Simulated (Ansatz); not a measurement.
**CH$_{5}$Cl$_{2}$Si$_{2}$ (SMILES C[SiH2][Si+](Cl)Cl) (charge +1): density, localisation and related maps**

Input file:

```
crystal:
  periodic: [false, false, false]
  atoms:
    - symbol: C
      position_ang: [0.031664, 1.125974, 0.515040]
    - symbol: Cl
      position_ang: [-0.188407, -4.180694, 1.243732]
    - symbol: Cl
      position_ang: [-2.667085, -1.921062, 1.371957]
    - symbol: Si
      position_ang: [0.906363, -0.523416, 0.584746]
    - symbol: Si
      position_ang: [-0.709340, -2.251691, 1.082384]
    - symbol: H
      position_ang: [-0.433083, 1.387221, 1.470635]
    - symbol: H
      position_ang: [0.784771, 1.892321, 0.289123]
    - symbol: H
      position_ang: [-0.724505, 1.158937, -0.275200]
    - symbol: H
      position_ang: [1.436070, -1.062975, -0.687918]
    - symbol: H
      position_ang: [1.838183, -0.747992, 1.712886]
basis:
  gaussian:
    orbitals: def2-TZVPD
total_charge: 1
hamiltonian:
  xc: {name: PBE0}
output: {forces: true, orbitals: {seedname: orbitals}}
```

Command:

```sh
ansatz run input.yaml --threads 2 --pin off --max-ram 4350MiB --events-out events.jsonl --progress --plain --runs-dir runs
```

Geometry: B3LYP/6-31G*.

Computed with isolated molecule in a Gaussian basis; Kohn-Sham density functional theory, functional PBE0 in Ansatz.

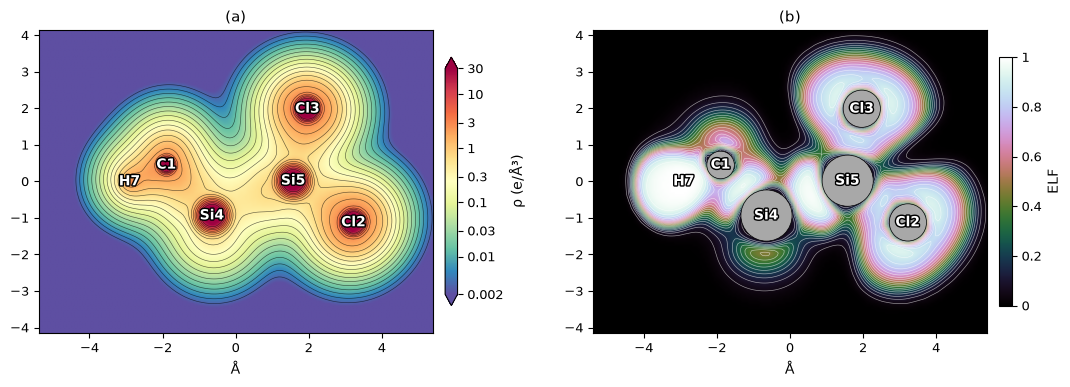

Figure 1. (a) total electron density; (b) electron localisation function on the plane of atoms Cl2, Si5 and Cl3. Grey discs cover the atomic cores in the ELF map.

> What do the fields say about this system?

- Atoms in the plane: C, Cl, Si and H.
- C–Si (1.87 Å): ρ is about 0.96 e/Å³ halfway; the ELF peaks at about 0.95 between the atoms, as expected for a covalent bond.
- Si–Cl (2.00 Å): ρ at the midpoint is about 1 e/Å³; the ELF peaks at about 0.85 between the atoms (a shared but strongly polarised pair).
- Si–Si (2.42 Å): the density is about 0.54 e/Å³ at the midpoint; the ELF peaks at about 1 between the atoms; a shared electron pair.
- C–H (1.10 Å): the density is about 1.9 e/Å³ at the midpoint; the ELF climbs to about 1 towards the hydrogen, as it does in any bond to H: an ordinary covalent bond to hydrogen.
- The ELF also peaks beside Cl2 and Cl3, away from the bonds: lone-pair regions.

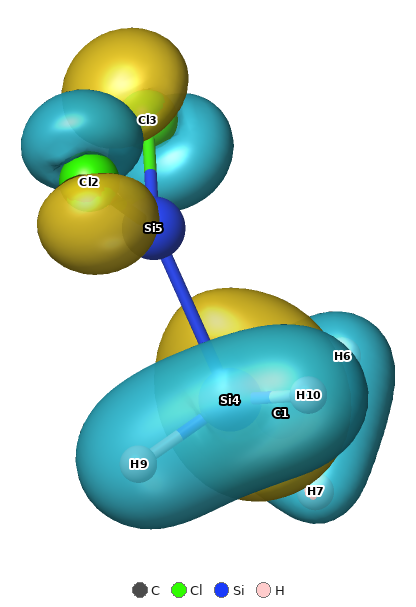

Figure 2. The HOMO−1 at ±0.08 Å⁻³ᐟ² (yellow and cyan are the two phases), seen at an oblique angle.

> Where does this orbital lie, and at what energy?

It lies mainly on C1 (about 30 %), Si4 (about 25 %), Cl3 (about 10 %), Cl2 (about 5 %), H10 (about 5 %) and H9 (about 5 %). Its energy is −14.35 eV.

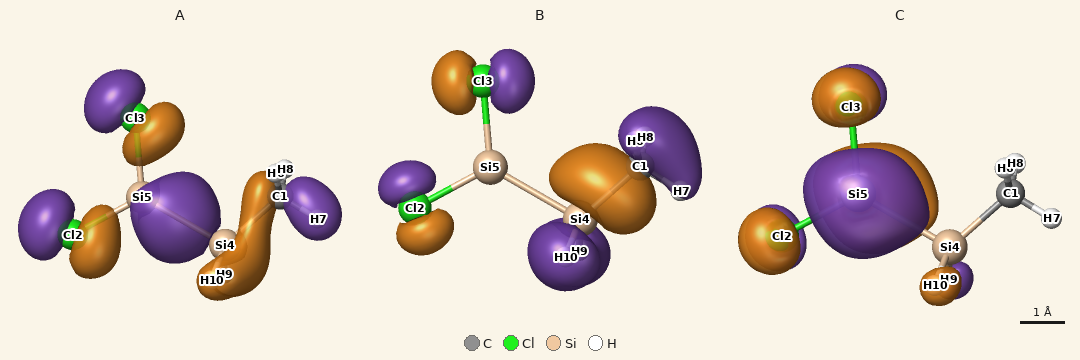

Figure 3. Three frontier orbitals at ±0.1 Å⁻³ᐟ² (orange and purple are the two phases), in no order.

> Which picture is the HOMO−1, the HOMO and the LUMO?

B is the HOMO−1 (−14.35 eV). Its weight (Hirshfeld) is mainly on C1 (about 30 %), Si4 (about 25 %), Cl3 (about 10 %), Cl2 (about 5 %), H10 (about 5 %) and H9 (about 5 %). A is the HOMO (−13.89 eV). Its weight (Hirshfeld) is mainly on Si5 (about 25 %), Cl2 (about 20 %), Si4 (about 20 %), Cl3 (about 15 %) and C1 (about 5 %). C is the LUMO (−8.12 eV). It lies mainly on Si5 (about 60 %), Cl3 (about 15 %) and Cl2 (about 10 %).

> What is the HOMO–LUMO gap?

5.77 eV between the orbital energies.
